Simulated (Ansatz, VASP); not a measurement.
## Fe in two plane-wave programs

Aim: how closely do two programs agree when they are given the same cell, functional and k mesh? The cell is a member of a volume series, scaled by 1.015 from a relaxed one, so a pressure remains.

Calculated with Ansatz 0.2.0; plane waves, with VASP 6.6.1 beside it; single point at PBE, single point at PBEsol with D3(BJ) and single point at r2SCAN with rVV10.

## Step 1: Set-up

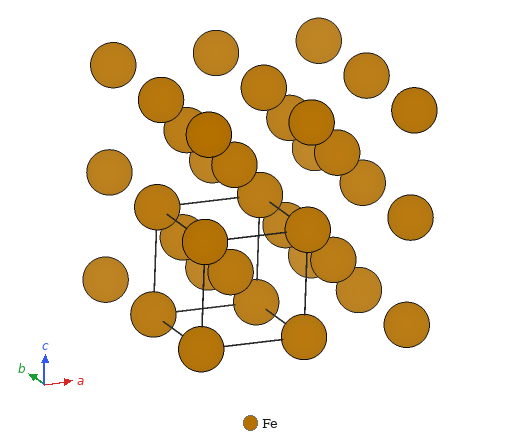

The starting structure, seen slightly off an axis (iron orange). 2×2×2 cells are drawn. This picture shows the conventional cell, with its axes. Some periodic images of atoms are drawn too.

## Step 2: Ansatz: single point, PBE

Ansatz runs on its default PAW (the set named soft_2) files.

With cell and atoms fixed, the geometry can't cause a difference; cores, projectors, grids and the points listed under the comparison can.

Contents of input.yaml:

```yaml
crystal:
  lattice:
    - [-1.42217092, 1.42217092, 1.42217092]
    - [1.42217092, -1.42217092, 1.42217092]
    - [1.42217092, 1.42217092, -1.42217092]
  atoms:
    - { symbol: Fe, position: [0.0, 0.0, 0.0], spin: 3.0 }
hamiltonian:
  xc: pbe
  pseudopotentials: { kind: paw }
magnetization:
  spin_polarized: true
kpoints:
  mp_grid: { grid: [22, 22, 22] }
scf:
  occupations: { method: methfessel_paxton, width: 0.15 }
  n_extra_bands: 7
output:
  forces: true
  stress: true
  eigenvalues: true
```

Command:

```console
$ ansatz run input.yaml --threads 2 --pin off --max-ram 4608MiB --backend cpu --events-out ev --progress --plain --runs-dir out
```

Numbers of over 12 decimals in the logs are rounded to 6 here.

Log:

```text
scf.n_extra_bands = 7 over 8 filled bands (N_el = 16.0): the run solves 15 bands
Engine: ansatz 0.2.0, aarch64-unknown-linux-gnu
Pseudopotentials: kind: paw
Pseudopotential: Fe, paw, valence charge 16, recommended cutoff 420 eV (normal), Fe.paw.azcp
Functional definition: PBE
  parameter kappa = 0.804
  parameter beta = 0.066725
  exchange = pbe_x(kappa = kappa, mu = beta*pi^2/3)
  correlation = pbe_c(beta = beta)
Crystal: 1 atoms, lattice volume = 11.506 Å³
Basis set: ecut = 420 eV, 225 PW (Γ), exchange–correlation on 36×36×36 points (8 copies of the dense FFT grid, shifted against one another)
Bands: 15, of which v1, the nominal top of the filled ones, is band 8 counted from 1 (7 counted from 0)
Symmetry: 48 space group operations
Space group: Im-3m (ITA 229), of the structure as read, at distance tolerance 2.3e-5 Å
Magnetic group: BNS 229.140 (UNI 1642), of the structure as read, at distance tolerance 2.3e-5 Å
k-points: 328 of 10648
Non-local potential: Fe, projectors of the file, l = 0: 3, l = 1: 2, l = 2: 3, l = 3: 1
PAW form: soft (Blöchl's): semilocal exchange-correlation on the pseudo side does not see the compensation charge
PAW one-centre angular grid: Fe, 590 points (default); XC on 64 Gauss nodes
Initial density: superposition of atomic densities (chi_scale 0.1, normalization cell)
Starting moments: Σ|m| = 3 μB on 1 of 1 site
Initial wavefunctions: pseudopotential atomic-orbital guess
Functional: x = pbe(κ = 0.804, μ = 0.219515), c = pbe(β = 0.066725)
SCF iter   1: F=—  HF=-4480.638642 eV  |F-HF|=—  |Δ(HF+E_count)|=         —  Δρ=1.35e-1 (↑1.35e-1 ↓4.84e-2)  dr2=1.64e0  dr2_m=5.22e-1  M=2.132 μB ∫|m|=2.164 μB  β_m=0.30  ethr=3.10e-3  ⟨swp⟩=4.8  Hψ=46547  notcnv=0
Mixer restart at iter 1: flushing history
preconditioner: auto → none  [metal: Δε(μ)=0.003 eV  Ē_g=16.607 eV  σ=0.150 eV  W_gap=0.01  n_scr=0 (ndim 8)  ℏωp=31.0 eV  f_vac=0.000  D(μ)=0.81/eV (n_scr^D=12)]
SCF iter   2: F=—  HF=-4479.894537 eV  |F-HF|=—  |Δ(HF+E_count)|=   7.44e-1  Δρ=3.35e-2 (↑2.22e-2 ↓3.35e-2)  dr2=5.12e-2  dr2_m=5.90e-2  M=2.295 μB ∫|m|=2.360 μB  β_m=0.30  ethr=3.10e-3  ⟨swp⟩=3.1  Hψ=23482  notcnv=0  defer=1232
SCF iter   3: F=—  HF=-4480.135374 eV  |F-HF|=—  |Δ(HF+E_count)|=   2.41e-1  Δρ=2.59e-2 (↑2.07e-2 ↓2.59e-2)  dr2=2.85e-3  dr2_m=5.51e-2  M=2.234 μB ∫|m|=2.309 μB  β_m=0.62  ethr=3.20e-4  ⟨swp⟩=2.5  Hψ=18708  notcnv=0  defer=1227
SCF iter   4: F=—  HF=-4480.461902 eV  |F-HF|=—  |Δ(HF+E_count)|=   3.27e-1  Δρ=4.60e-3 (↑4.60e-3 ↓4.53e-3)  dr2=3.89e-3  dr2_m=9.55e-4  M=2.196 μB ∫|m|=2.303 μB  β_m=0.67  ethr=1.78e-5  ⟨swp⟩=2.0  Hψ=18722  notcnv=0  defer=1227
SCF iter   5: F=—  HF=-4480.485969 eV  |F-HF|=—  |Δ(HF+E_count)|=   2.41e-2  Δρ=4.84e-3 (↑4.84e-3 ↓2.04e-3)  dr2=3.71e-3  dr2_m=2.69e-4  M=2.192 μB ∫|m|=2.306 μB  β_m=0.84  ethr=1.78e-5  ⟨swp⟩=2.2  Hψ=15636  notcnv=0  defer=1218
SCF iter   6: F=—  HF=-4480.489175 eV  |F-HF|=—  |Δ(HF+E_count)|=   3.21e-3  Δρ=2.44e-4 (↑2.44e-4 ↓9.46e-5)  dr2=4.93e-6  dr2_m=2.04e-6  M=2.183 μB ∫|m|=2.301 μB  β_m=0.92  ethr=1.78e-5  ⟨swp⟩=2.3  Hψ=13822  notcnv=0  defer=1226
SCF iter   7: F=—  HF=-4480.489186 eV  |F-HF|=—  |Δ(HF+E_count)|=   1.09e-5  Δρ=7.60e-5 (↑4.14e-5 ↓7.60e-5)  dr2=8.65e-8  dr2_m=3.40e-7  M=2.183 μB ∫|m|=2.301 μB  β_m=0.96  ethr=3.08e-8  ⟨swp⟩=2.1  Hψ=15413  notcnv=0  defer=1226
SCF iter   8: F=—  HF=-4480.483599 eV  |F-HF|=—  |Δ(HF+E_count)|=         —  Δρ=4.96e-4 (↑4.96e-4 ↓1.23e-4)  dr2=1.11e-5  dr2_m=9.41e-6  M=2.180 μB ∫|m|=2.300 μB  β_m=0.96  ethr=5.41e-10  ⟨swp⟩=2.0  Hψ=12459  notcnv=0  defer=1226
Mixer restart at iter 8: flushing history
iteration 8: the input's own smearing fills from here on; a Gaussian of 0.15 eV has filled iterations ahead of it
SCF iter   9: F=—  HF=-4480.483620 eV  |F-HF|=—  |Δ(HF+E_count)|=   2.12e-5  S|Δr|=    0.00e0  Δρ=5.89e-4 (↑5.89e-4 ↓4.87e-4)  dr2=8.43e-5  dr2_m=3.84e-7  M=2.181 μB ∫|m|=2.300 μB  β_m=0.52  ethr=5.41e-10  ⟨swp⟩=3.0  Hψ=19267  notcnv=0  defer=1226  recentre
SCF iter  10: F=—  HF=-4480.483602 eV  |F-HF|=—  |Δ(HF+E_count)|=   1.79e-5  S|Δr|=    0.00e0  Δρ=4.24e-4 (↑4.24e-4 ↓7.72e-5)  dr2=1.24e-5  dr2_m=5.34e-6  M=2.180 μB ∫|m|=2.299 μB  β_m=0.35  ethr=5.41e-10  ⟨swp⟩=3.0  Hψ=19273  notcnv=0  defer=1226
SCF iter  11: F=—  HF=-4480.483601 eV  |F-HF|=—  |Δ(HF+E_count)|=   1.36e-6  S|Δr|=    0.00e0  Δρ=9.01e-5 (↑9.01e-5 ↓8.91e-5)  dr2=4.86e-9  dr2_m=8.40e-7  M=2.180 μB ∫|m|=2.299 μB  β_m=0.69  ethr=5.41e-10  ⟨swp⟩=6.5  Hψ=51443  notcnv=0
SCF iter  12: F=-4480.483602 eV  HF=-4480.483602 eV  |F-HF|=5.22e-10  |Δ(HF+E_count)|=   4.56e-7  S|Δr|=    0.00e0  Δρ=3.61e-6 (↑3.61e-6 ↓2.96e-6)  dr2=7.77e-10  dr2_m=8.60e-10  M=2.179 μB ∫|m|=2.298 μB  ethr=3.04e-11  ⟨swp⟩=4.8  Hψ=38613  notcnv=0
SCF 1 converged in 12 iterations: F = -4480.483602 eV  dr2 = 7.77e-10
  greatest PAW one-centre occupation: 1.001 electrons in one spin orbital (limit 2), on the Fe atom at site 0 (counted from 0), in its partial waves of l = 1
this state was not tested for a lower state beside it, because cold or Methfessel-Paxton smearing, or corrected tetrahedra, fill the levels in a way that the test cannot read (fill_not_monotonic; see scf.lower_state_search)
SCF converged after 12 iterations
Magnetization: 2.1792 μB (9.0896 up, 6.9104 down)
Absolute magnetization: 2.2982 μB (∫|ρ↑−ρ↓|, with the PAW one-centre terms)
Spin contamination: 0.0377 ħ² per cell (⟨S²⟩ above its minimum at these occupations)
Per-site moments (μB) at R_I (Å): [(2.228120, 1.016100)]
Free energy (F): -4480.483602 eV
Harris-Foulkes:  -4480.483602 eV  (|F-HF|=5.22e-10)
Internal energy: -4480.483430 eV  (E = F + TS)
E sigma→0 (E₀):  -4480.483559 eV
Entropy (-TS):   -0.000171 eV (-0.171 meV/atom)
Fermi energy:    18.231263 eV
--- Per-component energies (eV) ---
  E_band       = -215.913712
  E_kinetic    = 350.129887
  E_local      = -2079.496399  (includes V_loc(G=0)·N_el)
  E_nonlocal   = 218.467214
  E_hartree    = 872.714314
  E_xc         = -117.795539
  E_vxc        = -151.677508  (∫ρ·V_xc dr)
  E_paw        = -1366.253260  (= ΣΔE_a)
  E_vpaw       = -298.767701  (= ΣTr[D̂ρ^β])
  E_aug_tail   = 0.000635  (compensation charges beyond the density's cutoff)
  E_ewald      = -2358.250283
  E_smearing   = -0.000171  (= −TS)
  E_closure    = 0.000000  (closes the sum)
  Σ components = -4480.483602   (vs F -4480.483602, Δ=0.00e0)
--- Forces (eV/Å), atoms counted from 1 ---
  atom   1  Fe    -0.00000000     0.00000000    -0.00000000
  max |Σ_I F_I| component: 1.13e-31 eV/Å
--- Stress (GPa, compression-positive) ---
       -2.779863      -0.000000       0.000000
        0.000000      -2.779863       0.000000
       -0.000000      -0.000000      -2.779863
  P = ⅓ Tr σ = -2.7799 GPa (-27.799 kbar)
--- Band table (eV; the first three rows and the last of 656) ---
  k-point 0 ↑: bands = [... 4 lower, 9.7923, 15.9755, 15.9755, 15.9755, 17.1616, 17.1616, 42.5010, 42.5010, ... 3 higher]
  k-point 1 ↑: bands = [... 4 lower, 9.8777, 15.9522, 15.9740, 16.0212, 17.1377, 17.1635, 41.9800, 42.4003, ... 3 higher]
  k-point 2 ↑: bands = [... 4 lower, 10.1307, 15.8844, 15.9644, 16.1558, 17.0770, 17.1692, 40.6650, 42.0378, ... 3 higher]
  k-point 327 ↓: bands = [... 4 lower, 15.2712, 15.2712, 20.5528, 20.5528, 20.5528, 28.2436, 28.2436, 28.2436, ... 3 higher]
```

Run time: 5 s. Hardware: 2 threads of Arm Neoverse V2, shared host; peak memory 0.37 GiB.

The run ends at a pressure of -2.78 GPa.

## Step 3: VASP: single point, PBE

The same cell, functional, mesh and smearing now go to VASP, with its own data sets and cutoff.

Lines of VASP's logs that name or quote its potential files are left out, and so is its time.

The input asks for a relaxation, which ended at its first step since no free force or stress exceeded the threshold; so it serves as a single point.

Contents of INCAR:

```
SYSTEM = Fe
PREC = Accurate
ENCUT = 450
EDIFF = 1E-06
NELM = 100
ISMEAR = 1
SIGMA = 0.15
LREAL = .FALSE.
ALGO = Normal
GGA = PE
NBANDS = 10
ISPIN = 2
MAGMOM = 3
LMAXMIX = 4
LORBIT = 11
LWAVE = .FALSE.
LCHARG = .FALSE.
KPAR = 4
IBRION = 2
NSW = 30
ISIF = 4
EDIFFG = -0.01
```

Contents of POSCAR:

```
Fe
1.0
   -1.4221709198      1.4221709198      1.4221709198
    1.4221709198     -1.4221709198      1.4221709198
    1.4221709198      1.4221709198     -1.4221709198
Fe
1
Direct
    0.0000000000      0.0000000000      0.0000000000
```

Contents of KPOINTS:

```
Automatic mesh
0
Gamma
22 22 22
0 0 0
```

PAW data sets: Fe (PBE family, release 64).

Command:

```console
$ mpirun -np 4 vasp_std
```

Log:

```text
[banner, memory and clock lines left out]
running    4 mpi-ranks, on    1 nodes
 distrk:  each k-point on    1 cores,    4 groups
 distr:  one band on    1 cores,    1 groups

 POSCAR found type information on POSCAR Fe
 POSCAR found :  1 types and       1 ions
 LDA part: xc-table for (Slater+PW92), standard interpolation
 POSCAR, INCAR and KPOINTS ok, starting setup
 FFT: planning ... GRIDC
 FFT: planning ... GRID_SOFT
 FFT: planning ... GRID
 WAVECAR not read
 entering main loop
       N       E                     dE             d eps       ncg     rms          rms(c)
DAV:   1     0.151988173685E+02    0.15199E+02   -0.37301E+03 14050   0.866E+02
DAV:   2    -0.870812988295E+01   -0.23907E+02   -0.21997E+02 13262   0.122E+02
DAV:   3    -0.913356816127E+01   -0.42544E+00   -0.42445E+00 14676   0.210E+01
DAV:   4    -0.913535670123E+01   -0.17885E-02   -0.17883E-02 14222   0.125E+00
DAV:   5    -0.913537093179E+01   -0.14231E-04   -0.14230E-04 14302   0.108E-01    0.114E+01
DAV:   6    -0.831278861235E+01    0.82258E+00   -0.11790E+01 14328   0.510E+01    0.565E+00
DAV:   7    -0.824990522828E+01    0.62883E-01   -0.71977E-01 14414   0.122E+01    0.329E+00
DAV:   8    -0.824254919154E+01    0.73560E-02   -0.69966E-03 16308   0.622E-01    0.139E+00
DAV:   9    -0.823546262407E+01    0.70866E-02   -0.71751E-03 16792   0.550E-01    0.286E-01
DAV:  10    -0.823548688727E+01   -0.24263E-04   -0.10294E-03 13980   0.402E-01    0.999E-02
DAV:  11    -0.823548939492E+01   -0.25076E-05   -0.15269E-04 14274   0.150E-01    0.372E-02
DAV:  12    -0.823548826692E+01    0.11280E-05   -0.34692E-06 13874   0.274E-02    0.146E-02
DAV:  13    -0.823548906974E+01   -0.80282E-06   -0.20714E-06 10080   0.121E-02
   1 F= -.82354891E+01 E0= -.82352633E+01  d E =-.823549E+01  mag=     2.2191
 curvature:   0.00 expect dE= 0.000E+00 dE for cont linesearch  0.000E+00
 trial: gam= 0.00000 g(F)=  0.422E-62 g(S)=  0.541E-34 ort = 0.000E+00 (trialstep = 0.100E+01)
 search vector abs. value=  0.100E-09
 reached required accuracy - stopping structural energy minimisation
```

Parts of OUTCAR (step 3):

```text
ion  position               nearest neighbor table
   1  0.000  0.000  0.000-

  LATTYP: Found a body centered cubic cell.
 ALAT       =     2.8443418396

 Subroutine GETGRP returns: Found 48 space group operations
 (whereof 48 operations were pure point group operations)

The static configuration has the point symmetry O_h .

 Found    328 irreducible k-points:

   k-points           NKPTS =    328   k-points in BZ     NKDIM =    328   number of bands    NBANDS=     10

   dimension x,y,z NGX =    18 NGY =   18 NGZ =   18
   dimension x,y,z NGXF=    36 NGYF=   36 NGZF=   36

   ENCUT  =  450.0 eV  33.07 Ry    5.75 a.u.   4.26  4.26  4.26*2*pi/ulx,y,z

   NELECT =       8.0000    total number of electrons

 k-points in reciprocal lattice and weights: Automatic mesh
   0.00000000  0.00000000  0.00000000       0.000
   0.04545455  0.00000000  0.00000000       0.001
   0.09090909  0.00000000  0.00000000       0.001
   0.13636364  0.00000000  0.00000000       0.001
   0.18181818  0.00000000  0.00000000       0.001
   0.22727273  0.00000000  0.00000000       0.001
   0.27272727  0.00000000  0.00000000       0.001
   0.31818182  0.00000000  0.00000000       0.001
   0.36363636  0.00000000  0.00000000       0.001
[...]
0.50000000  0.50000000  0.45454545       0.001
   0.50000000  0.50000000  0.50000000       0.000

 average (electrostatic) potential at core
       1 -43.4350

 E-fermi :   5.6597

 spin component 1
 k-point     1 :       0.0000    0.0000    0.0000
  band No.  band energies     occupation
    ...
      2       3.3929      1.00000
      3       3.3929      1.00000
      4       3.3929      1.00000
      5       4.6262      1.00000
      6       4.6262      1.00000
      7      30.5919      0.00000
      8      30.5919      0.00000
      9      30.5919      0.00000
     10      35.6012      0.00000

 k-point     2 :       0.0455    0.0000    0.0000
  band No.  band energies     occupation
    ...
      2       3.3699      1.00000
      3       3.3917      1.00000
      4       3.4382      1.00000
      5       4.6026      1.00000
      6       4.6281      1.00000
      7      29.9926      0.00000
      8      30.4691      0.00000
      9      30.5242      0.00000
     10      35.1618      0.00000

 k-point     3 :       0.0909    0.0000    0.0000
  band No.  band energies     occupation
    ...
      2       3.3033      1.00000
      3       3.3834      1.00000
      4       3.5718      1.00000
      5       4.5423      1.00000
      6       4.6339      1.00000
      7      28.5341      0.00000
      8      30.0394      0.00000
      9      30.3457      0.00000
     10      34.6701      0.00000

 k-point     4 :       0.1364    0.0000    0.0000
  band No.  band energies     occupation
    ...
      2       3.1995      1.00000
      3       3.3567      1.00000
      4       3.7868      1.00000
      5       4.4740      1.00000
      6       4.6443      1.00000
      7      26.6498      0.00000
      8      29.2713      0.00000
      9      30.1087      0.00000
     10      33.1294      0.00000

 k-point     5 :       0.1818    0.0000    0.0000
  band No.  band energies     occupation
    ...
      2       3.0683      1.00000
      3       3.3077      1.00000
      4       4.0718      1.00000
      5       4.4327      1.00000
      6       4.6601      1.00000
      7      24.5734      0.00000
      8      28.3026      0.00000
      9      29.8597      0.00000
     10      31.6479      0.00000

 k-point     6 :       0.2273    0.0000    0.0000
  band No.  band energies     occupation
    ...
      2       2.9213      1.00000
      3       3.2658      1.00000
      4       4.4100      1.00000
      5       4.4379      1.00000
      6       4.6812      1.00000
      7      22.4330      0.00000
      8      27.2958      0.00000
      9      29.6279      0.00000
     10      30.2643      0.00000

  Total       -0.1846125     -0.1846125     -0.1846125      0.0000000     -0.0000000     -0.0000000
  in kB      -25.7072955    -25.7072955    -25.7072955      0.0000000     -0.0000000     -0.0000000
  external PRESSURE =     -25.7072955 kB  Pullay stress =       0.0000000 kB

  energy-cutoff  :      450.00
  volume of cell :       11.51
      direct lattice vectors                 reciprocal lattice vectors
    -1.422170920  1.422170920  1.422170920     0.000000000  0.351575182  0.351575182
     1.422170920 -1.422170920  1.422170920     0.351575182  0.000000000  0.351575182
     1.422170920  1.422170920 -1.422170920     0.351575182  0.351575182  0.000000000

 POSITION                                       TOTAL-FORCE (eV/Angst)
 -----------------------------------------------------------------------------------
      0.00000      0.00000      0.00000         0.000000      0.000000      0.000000
 -----------------------------------------------------------------------------------
    total drift:                                0.000000     -0.000000      0.000000

  FREE ENERGIE OF THE ION-ELECTRON SYSTEM (eV)
  ---------------------------------------------------
  free  energy   TOTEN  =        -8.2354890697 eV

  energy  without entropy=       -8.2348117368  energy(sigma->0) =       -8.23526329

 reached required accuracy - stopping structural energy minimisation

 total charge
# of ion       s       p       d       tot
------------------------------------------
    1        0.482   0.528   6.232   7.243

 magnetization (x)
# of ion       s       p       d       tot
------------------------------------------
    1       -0.014  -0.055   2.286   2.218

[... 6 further parts left out ...]
```

CONTCAR:

```
Fe
   1.00000000000000
    -1.4221709198000001    1.4221709198000001    1.4221709198000001
     1.4221709198000001   -1.4221709198000001    1.4221709198000001
     1.4221709198000001    1.4221709198000001   -1.4221709198000001
  Fe
     1
Direct
     0.0000000000000000    0.0000000000000000    0.0000000000000000
```

## Step 4: Differences

Known differences besides the PAW data sets themselves: the data sets hold 16 valence electrons in Ansatz (default PAW (the set named soft_2) files) and 8 in VASP; the cutoff is 420 eV in Ansatz and 450 eV in VASP; VASP leaves aspherical gradient terms in its spheres out (LASPH is not set), Ansatz keeps them; site moments are counted in spheres of each program's own size. Total energies have different zeros and are not compared.

The two programs side by side:

```csv
quantity,Ansatz,VASP,difference
pressure (GPa),-2.78,-2.57,-0.21
total moment (μB),2.18,2.22,-0.04
moment on Fe1 (μB),2.23,2.22,+0.01
```

Ansatz's pressure holds a Pulay correction of 0.10 GPa; VASP's holds none.

## Step 5: Ansatz: single point, PBEsol with D3(BJ)

With cell and atoms fixed, the geometry can't cause a difference; cores, projectors, grids and the points listed under the comparison can. The cell compared in this pair holds 10.76 Å³, against 11.51 Å³ for the pair before.

The cell is a member of a volume series, scaled by 1.015 from a relaxed one, so a pressure remains.

input.yaml, the sections that differ from step 2:

```yaml
crystal:
  lattice:
    - [-1.39072269, 1.39072269, 1.39072269]
    - [1.39072269, -1.39072269, 1.39072269]
    - [1.39072269, 1.39072269, -1.39072269]
  atoms:
    - { symbol: Fe, position: [0.0, 0.0, 0.0], spin: 3.0 }
hamiltonian:
  xc: pbesol
  pseudopotentials: { kind: paw }
  dispersion: d3bj
# magnetization, kpoints, scf, output: as in step 2
```

Command:

```console
$ ansatz run input.yaml --threads 2 --pin off --max-ram 4608MiB --backend cpu --events-out ev --progress --plain --runs-dir out
```

Log:

```text
[...]
Crystal: 1 atoms, lattice volume = 10.759 Å³
Basis set: ecut = 420 eV, 201 PW (Γ), exchange–correlation on 36×36×36 points (8 copies of the dense FFT grid, shifted against one another)
Bands: 15, of which v1, the nominal top of the filled ones, is band 8 counted from 1 (7 counted from 0)
Symmetry: 48 space group operations
[...]
k-point 1 ↑: bands = [... 4 lower, 10.8042, 17.1991, 17.2235, 17.2760, 18.5890, 18.6185, 43.8875, 44.2848, ... 3 higher]
  k-point 2 ↑: bands = [... 4 lower, 11.0709, 17.1228, 17.2120, 17.4254, 18.5191, 18.6251, 42.6396, 43.9557, ... 3 higher]
  k-point 327 ↓: bands = [... 4 lower, 16.1623, 16.1623, 22.0290, 22.0290, 22.0290, 30.1392, 30.1392, 30.1392, ... 3 higher]
[key lines of the parts left out:]
SCF converged after 12 iterations
Magnetization: 2.1170 μB (9.0585 up, 6.9415 down)
Free energy (F): -4449.197501 eV
Fermi energy:    19.688450 eV
P = ⅓ Tr σ = -3.2789 GPa (-32.789 kbar)
```

Run time: 4.6 s. Hardware: 2 threads; peak memory 0.37 GiB; 8.7 s of CPU time.

The run ends at a pressure of -3.28 GPa.

(Part 1 of 2 ends here.)

[Lines on the potential files, build, host, timing and source positions are cut from VASP's logs without a mark.]

[Logs are printed without paths, hosts, clocks, repeated set-up lines and the standing remarks that a program may print on its own settings, such as how far it seeks lower states.]

[Hosts, paths, dates, database ids (printed as entryN), source tags and the programs' standing remarks are cut or masked in the printed files.]
